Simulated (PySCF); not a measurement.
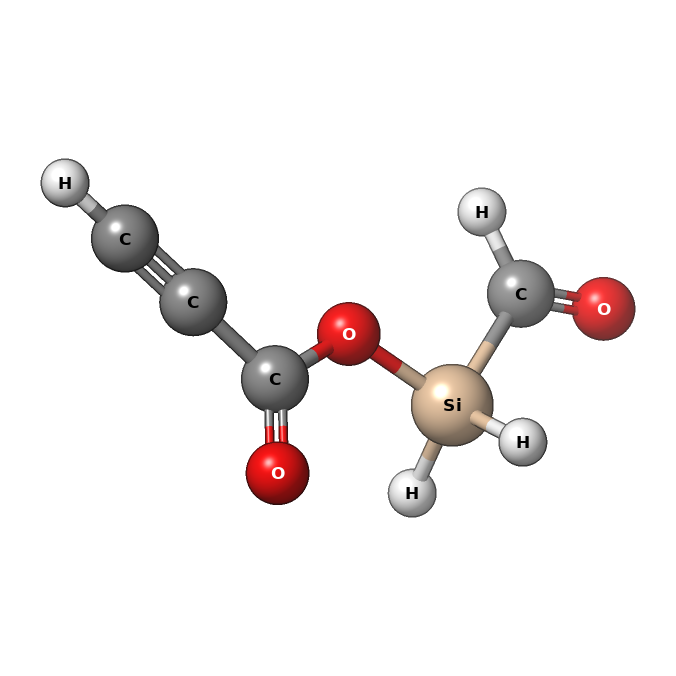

The picture shows a molecular structure as a ball-and-stick model. Double and triple bonds are drawn as two and three sticks.

The geometry was computed by an optimisation with GFN2-xTB. No frequency run is at hand to confirm it as a minimum.

Question: Give the formula.

Answer: C₄H₄O₃Si, 12 atoms: 4 carbon, 4 hydrogen, 3 oxygen and 1 silicon.

Question: How many bonds of each kind are drawn?

Answer: 3 C–O, 2 C–C, 2 C–H, 2 Si–H, 1 O–Si, 1 C–Si.

Question: Describe its rings.

Answer: It has no ring.

More results for the same structure follow; atom numbers are the same in all pictures, views and colours differ.

Shape

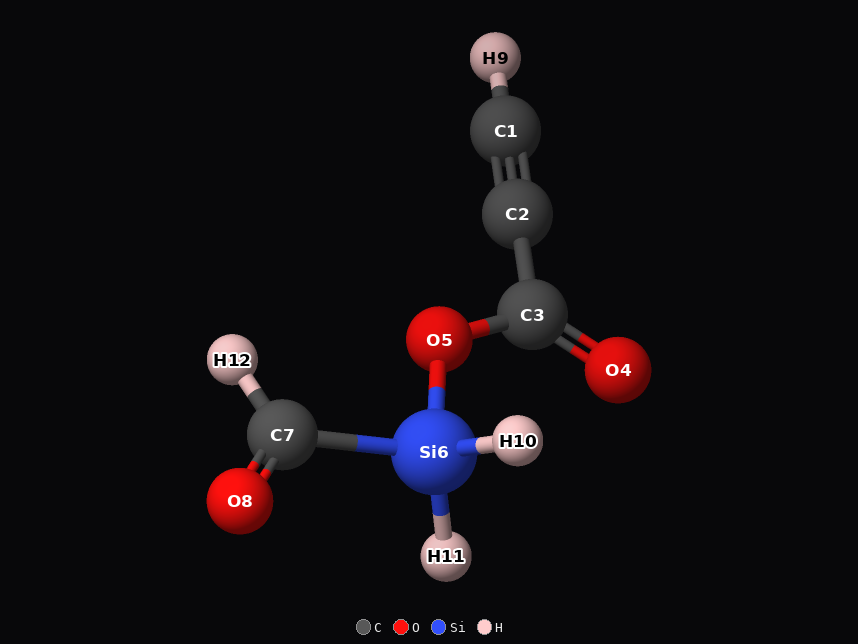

The atoms are numbered. No frequency run is at hand to confirm it as a minimum.

What are the angles C2–C1–H9, C1–C2–C3, C2–C3–O4, C2–C3–O5, O4–C3–O5, C3–O5–Si6, O5–Si6–C7, O5–Si6–H10, O5–Si6–H11, C7–Si6–H10, C7–Si6–H11, Si6–C7–O8, Si6–C7–H12, O8–C7–H12?

```
     angle  degrees
  C2–C1–H9    179.9
  C1–C2–C3    179.5
  C2–C3–O4    124.6
  C2–C3–O5    112.1
  O4–C3–O5    123.2
 C3–O5–Si6    121.7
 O5–Si6–C7     99.4
O5–Si6–H10    110.3
O5–Si6–H11    110.1
C7–Si6–H10    111.0
C7–Si6–H11    111.4
 Si6–C7–O8    122.8
Si6–C7–H12    118.0
 O8–C7–H12    119.2
```

Dipole moment

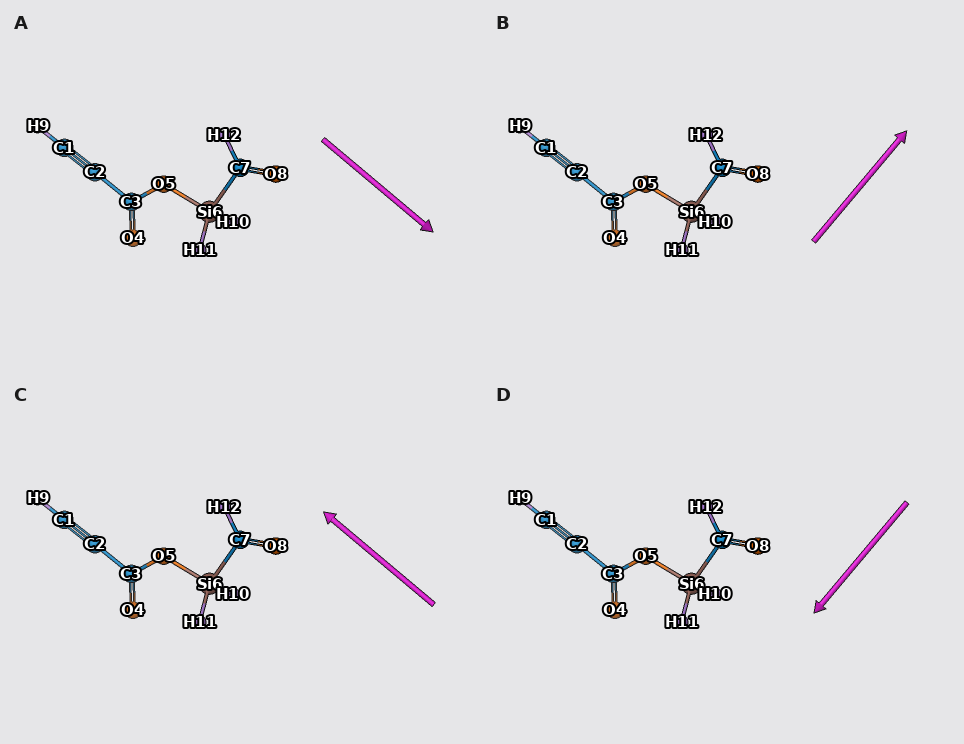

The same molecule four times, each with an arrow. No frequency run is at hand to confirm it as a minimum. Level of theory: CAM-B3LYP/def2-SVPD, gas phase (PySCF 2.14.0).

Question: Which arrow points along the dipole moment, from the negative to the positive end?

Answer: C. The dipole moment is 3.08 D; it points from the side of O8 to the side of H9 (the outermost atoms at the two ends).

Excitation

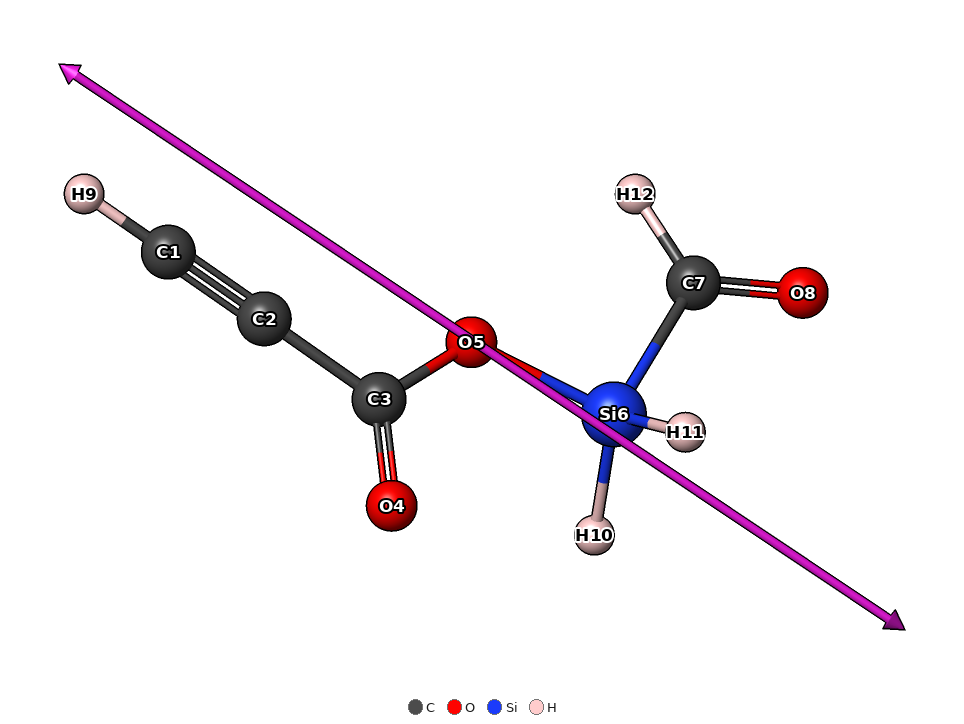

The double arrow shows the direction of the transition dipole to excited singlet state 5 (its length means nothing). No frequency run is at hand to confirm it as a minimum. Method: TDDFT CAM-B3LYP/def2-SVPD, vertical, gas phase, core orbitals frozen in the response (PySCF 2.14.0).

Question: How is the transition polarised?

Answer: Nearly parallel to the C1–C2 bond.

Question: Give its energy, strength and character.

Answer: 6.12 eV (203 nm), oscillator strength 0.092, of mixed character, with the largest part HOMO−2 → LUMO (weight 0.46); transition dipole 1.99 D.

Polarisability

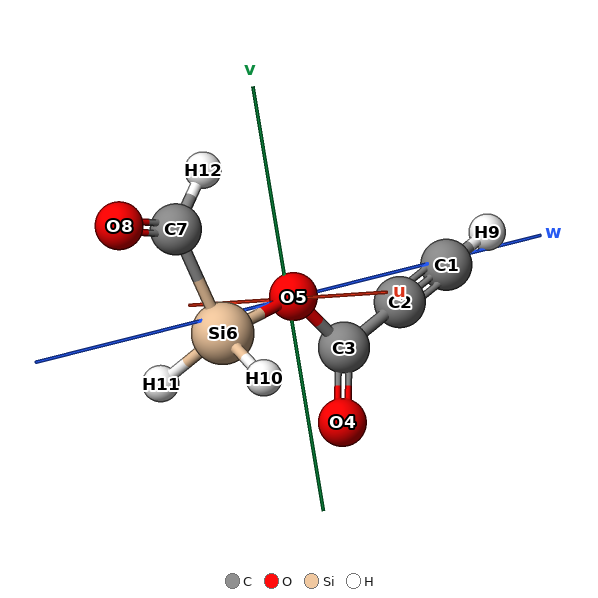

The lines u, v and w are the principal axes of the static dipole polarisability. No frequency run is at hand to confirm it as a minimum. Method: CAM-B3LYP/def2-SVPD (PySCF 2.14.0).

Question: Along which axis is the molecule most polarisable, and along which least?

Answer: Most along w (close to the long direction C1···O8), least along u.

Question: Give the three principal values.

Answer: u 54.7, v 77.1, w 105.9 bohr³; mean 79.2, anisotropy 44.5 bohr³.

The geometry is semi-empirical. Around Si such bond lengths and angles can be off by a tenth of an ångström or more and by several degrees, and values that hang on the shape move with them.
